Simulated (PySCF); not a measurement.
C7H7, charge −1, SMILES `[CH2-]c1ccccc1`.

Level of theory: B3LYP/6-31+G* (PySCF), at a geometry from GFN2-xTB. The highest occupied Kohn–Sham orbital has positive energy, a self-interaction fault of such functionals for anions. No frequency check shows the geometry to be a minimum.

Geometry (Å), atoms numbered from 1:

```
C1      -2.3855    0.0001    0.0000
C2      -1.0228   -0.0001    0.0000
C3      -0.2427    1.2072    0.0000
C4       1.1238    1.1952    0.0000
C5       1.8457    0.0000    0.0000
C6       1.1237   -1.1953    0.0000
C7      -0.2428   -1.2072    0.0000
H8      -2.9570   -0.9181    0.0000
H9      -2.9570    0.9183    0.0000
H10     -0.7744    2.1561    0.0000
H11      1.6677    2.1406    0.0000
H12      2.9312   -0.0001    0.0000
H13      1.6676   -2.1408    0.0000
H14     -0.7746   -2.1561    0.0000
```

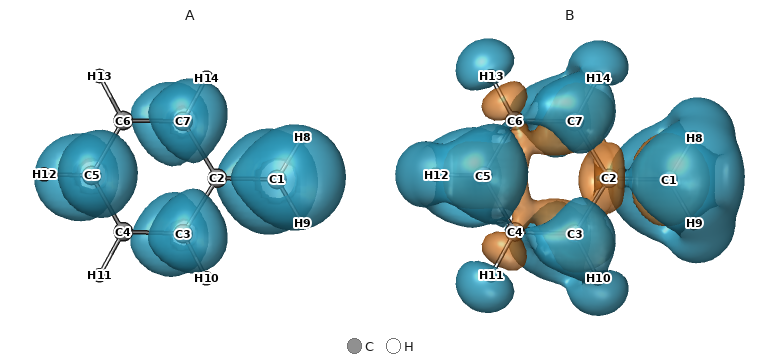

The Fukui function f⁻ from two separate SCF calculations and the density of the HOMO, at ±0.008 e/Å³ (light blue positive, orange negative).

**Which panel is which, and how good is the frozen-orbital picture?**

B is f⁻ (it has negative regions), A the HOMO density. The HOMO lies on C1 (35 %), C5 (15 %) and C3 and C7 (11 % each); f⁻ (Hirshfeld-condensed) is largest on C1 (0.23); the vertical detachment energy is 0.77 eV (the stability of the neutral species's solution wasn't checked). Relaxation shifts 25 % of the electron between atoms. The orbital energy is 0.97 eV.

The PySCF run took 38 s on 1 thread of Intel(R) Xeon(R) 6975P-C (Granite Rapids) (shared host), peak memory 0.63 GiB.
